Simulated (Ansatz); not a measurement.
The figure comes from a scan of MgRh (CsCl type): a phonon pattern at X = (0.5, 0.0, 0.0) is frozen into a 4-atom cell, Q being the largest atomic displacement. Computed with LDA (plane waves to 420 eV, PAW, scalar-relativistic; Ansatz, a first-principles code). k mesh 8×15×15 (Γ-centred), Fermi-Dirac smearing 0.05 eV. With partly filled bands, energies and forces of such displacements shift with the k mesh and the smearing. MgRh is run without spin polarisation. MgRh was relaxed with its symmetry unable to fall. 

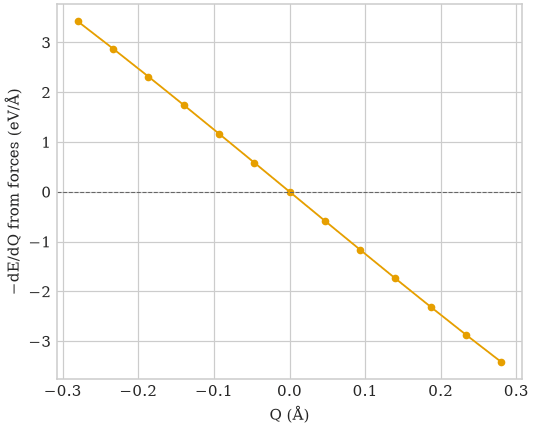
Figure: −dE/dQ from forces (eV/Å) against Q (Å); one marker a computed point.

Q: Turn the plot into a table (rounded to what can be read).

A: To the nearest 0.1:

```
Q (Å)   −dE/dQ from forces (eV/Å)
------  -------------------------
-0.280                        3.4
-0.233                        2.9
-0.187                        2.3
-0.140                        1.7
-0.093                        1.2
-0.047                        0.6
0.000                         0.0
0.047                        -0.6
0.093                        -1.2
0.140                        -1.7
0.187                        -2.3
0.233                        -2.9
0.280                        -3.4
```

(For displaced atoms, the force is minus the slope of the energy, and its curvature is a force constant, which sets phonon frequencies.)
